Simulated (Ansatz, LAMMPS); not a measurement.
# Amorphous polyisobutylene (as short chains C22H46) at 640 K (136 atoms): a single point, part 2 of 2

What does DFT give for amorphous polyisobutylene (as short chains C22H46) at 640 K (136 atoms) as built?

Ansatz 0.2.0; Kohn-Sham DFT, r2SCAN+D3(BJ), PAW (set soft_2), plane waves.

The cell: 44 C and 92 H. The network of contacts between molecules at the start is that of the classical potential that made the cell. The density was typed from a rule of thumb and may lie off the real one at this temperature. The Brillouin zone is sampled at Γ only, in a cell whose shortest periodic width is 11 Å.

So far. Step 3 (Plane-wave single point): Mean Löwdin charges: C -0.29, H +0.17 e (they miss 1.2 % of the electrons, so they add up to more than the cell's charge). The largest share in the top eV of filled states is C p (72 % of the projected weight), and in the lowest eV of empty states H s (59 % of the projected weight).

### Step 4. Structure statistics

Bonds and neighbours are counted at the geometry of the runs.

Density 0.691 g/cm³, 10.98 Å³ an atom.

g(r), total and by pair (bins of 0.2 Å):

| r (Å) | total | H-H | H-C | C-C |
| --- | --- | --- | --- | --- |
| 0.90 | 0.07 | 0.00 | 0.15 | 0.00 |
| 1.10 | 4.87 | 0.00 | 11.14 | 0.00 |
| 1.30 | 0.04 | 0.00 | 0.10 | 0.00 |
| 1.50 | 1.26 | 0.29 | 0.00 | 10.79 |
| 1.70 | 1.19 | 2.54 | 0.00 | 0.23 |
| 1.90 | 0.72 | 1.31 | 0.27 | 0.00 |
| 2.10 | 1.25 | 0.62 | 2.20 | 0.00 |
| 2.30 | 1.31 | 1.33 | 1.31 | 1.31 |
| 2.50 | 1.52 | 1.08 | 1.46 | 3.72 |
| 2.70 | 1.36 | 1.07 | 1.60 | 1.61 |
| 2.90 | 1.10 | 0.77 | 1.64 | 0.28 |
| 3.10 | 0.84 | 0.74 | 1.00 | 0.69 |
| 3.30 | 1.11 | 1.00 | 1.20 | 1.17 |
| 3.50 | 1.21 | 1.21 | 1.24 | 1.06 |
| 3.70 | 0.86 | 1.38 | 0.44 | 0.40 |
| 3.90 | 0.98 | 1.27 | 0.76 | 0.60 |
| 4.10 | 0.89 | 0.95 | 0.83 | 0.85 |
| 4.30 | 0.86 | 0.90 | 0.96 | 0.26 |
| 4.50 | 0.96 | 0.88 | 1.08 | 0.79 |
| 4.70 | 0.86 | 0.84 | 0.84 | 1.00 |
| 4.90 | 0.94 | 0.95 | 0.91 | 0.99 |
| 5.10 | 1.00 | 1.13 | 0.93 | 0.76 |
| 5.30 | 0.95 | 0.98 | 0.96 | 0.78 |
| 5.50 | 0.93 | 0.94 | 0.91 | 0.97 |

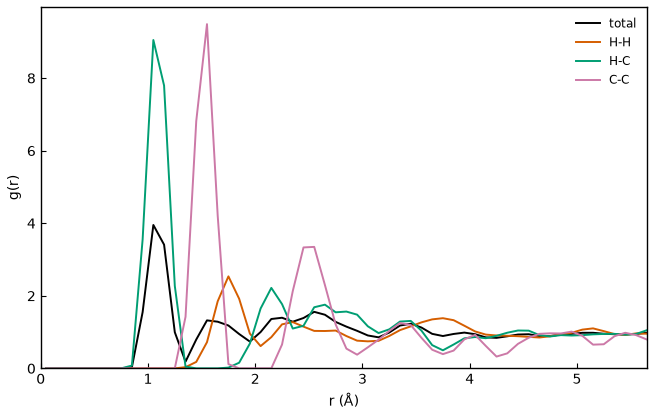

Pair distribution functions, lightly smoothed.

Bonds by pair of elements; cutoffs follow the first minimum of g(r), held within bounds set by covalent radii, and pairs that aren't listed don't count as bonded:

| pair A-B | cutoff (Å) | bonds | mean length (Å) | spread (Å) | shortest (Å) | B about A | A about B |
| --- | --- | --- | --- | --- | --- | --- | --- |
| H-C | 1.34 | 92 | 1.09 | 0.043 | 0.993 | 1 | 2.09 |
| C-C | 1.85 | 42 | 1.53 | 0.042 | 1.43 | 1.91 | 1.91 |

How many atoms have how many bonded neighbours:

| element | mean | 1 | 4 |
| --- | --- | --- | --- |
| C | 4 | 0 | 44 |
| H | 1 | 92 | 0 |

Bond angles, per cent of each kind in bins of 5°:

| angle (°) | C-C-H | H-C-H | C-C-C |
| --- | --- | --- | --- |
| 85–90 | 0.0 | 1.2 | 0.0 |
| 90–95 | 1.8 | 4.9 | 0.0 |
| 95–100 | 6.2 | 9.8 | 2.9 |
| 100–105 | 15.2 | 24.4 | 17.1 |
| 105–110 | 29.5 | 34.1 | 28.6 |
| 110–115 | 25.0 | 19.5 | 22.9 |
| 115–120 | 15.2 | 4.9 | 11.4 |
| 120–125 | 6.2 | 1.2 | 8.6 |
| 125–130 | 0.9 | 0.0 | 7.1 |
| 130–135 | 0.0 | 0.0 | 1.4 |

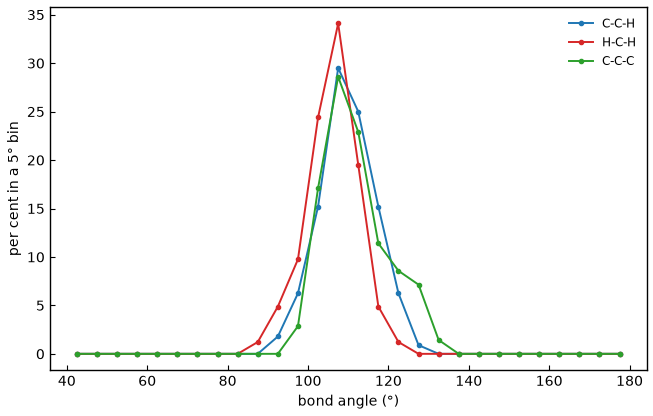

Distributions of the most common bond angles.

Bond angles (no mean is given where the spread exceeds 20°):

| angle | count | mean (°) | spread (°) |
| --- | --- | --- | --- |
| C-C-H | 112 | 110 | 6.7 |
| H-C-H | 82 | 106 | 6.1 |
| C-C-C | 70 | 112 | 7.9 |

Counting bonds as in the table, all C atoms have 4 and all H atoms have 1 bonded neighbour. The C-C-H angle averages 110° with a spread of 7°.

The surroundings of C13, which bears the longest force, nearest first, numbered as they follow in the input and with coordinates relative to it.

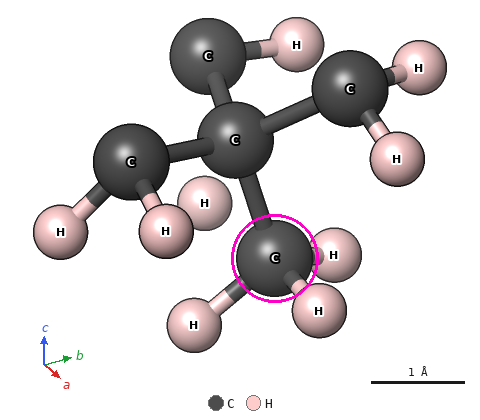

The atoms of the table, within 2.9 Å (arrows a, b, c point along x, y, z); some may hide others; the central atom is ringed.

| atom | x | y | z | distance (Å) | bonds | Löwdin charge (e) | Fx | Fy | Fz (eV/Å) |
| --- | --- | --- | --- | --- | --- | --- | --- | --- | --- |
| C13 | 0.00 | 0.00 | 0.00 | 0.00 | 4 | -0.48 | 2.97 | -5.44 | -1.50 |
| H48 | -0.29 | 0.90 | -0.31 | 0.99 | 1 | 0.23 | -1.63 | 3.66 | -1.11 |
| H47 | 1.08 | -0.03 | -0.12 | 1.09 | 1 | 0.18 | 0.53 | 0.25 | -0.16 |
| H49 | -0.26 | -0.83 | -0.75 | 1.15 | 1 | 0.17 | -0.38 | 1.30 | 0.99 |
| C11 | -0.27 | -0.36 | 1.41 | 1.48 | 4 | 0.10 | 0.32 | -0.83 | 0.88 |
| C10 | -1.68 | 0.06 | 1.66 | 2.37 | 4 | -0.30 | -1.83 | 1.68 | -0.45 |
| C14 | 0.65 | 0.53 | 2.26 | 2.41 | 4 | -0.29 | -0.54 | 1.35 | 0.72 |
| C12 | 0.09 | -1.85 | 1.66 | 2.49 | 4 | -0.46 | 2.64 | -1.22 | -3.21 |
| H50 | 1.63 | 0.59 | 1.85 | 2.54 | 1 | 0.17 | 0.64 | -0.55 | -0.50 |
| H43 | -1.70 | 1.16 | 1.54 | 2.57 | 1 | 0.16 | 0.18 | -0.32 | -0.51 |
| H51 | 0.35 | 1.55 | 2.14 | 2.66 | 1 | 0.17 | -0.84 | 1.03 | -0.42 |
| H44 | -0.19 | -2.55 | 0.84 | 2.69 | 1 | 0.17 | -1.03 | 0.63 | 0.82 |
| H46 | 1.22 | -2.03 | 1.39 | 2.75 | 1 | 0.14 | -1.51 | 0.99 | 0.71 |
| H40 | -2.68 | 0.61 | -0.75 | 2.85 | 1 | 0.17 | -0.09 | 0.63 | -0.05 |

The column of bonds counts only the pairs H-C within 1.34 Å, C-C within 1.85 Å; other neighbours, such as metal atoms beside each other in a compound, aren't counted, and periodic images can show an atom twice.

### Step 5. Results

```json
{
 "free energy per atom": "-92.3072 eV/atom",
 "pressure": "1.7 GPa",
 "r.m.s. force component": "1.206 eV/Å",
 "gap (highest filled to lowest empty level)": "5.644 eV",
 "wall time of the 1 DFT run": "22 s"
}
```

Between filled and empty levels lie 5.64 eV (at Γ alone); a semilocal functional tends to put such gaps too low. In a disordered cell it changes from sample to sample, and tail or defect levels can set it. Counting bonds as in the table, all C atoms have 4 and all H atoms have 1 bonded neighbour.

**Limits.** The force components of 1.2 eV/Å r.m.s. hold both thermal displacement and the mismatch between the potential that made the cell and DFT, above all in bond lengths inside molecules. The pressure of 1.7 GPa is that of one thermal frame, in which the classical model's bond lengths enter as well as the volume, without the kinetic term and with the strain of bonds inside molecules.

[Logs are printed without paths, hosts, clocks, repeated set-up lines and the standing remarks that a program may print on its own settings, such as how far it seeks lower states.]

[Hosts, paths, dates, database ids (printed as entryN), source tags and the programs' standing remarks are cut or masked in the printed files.]
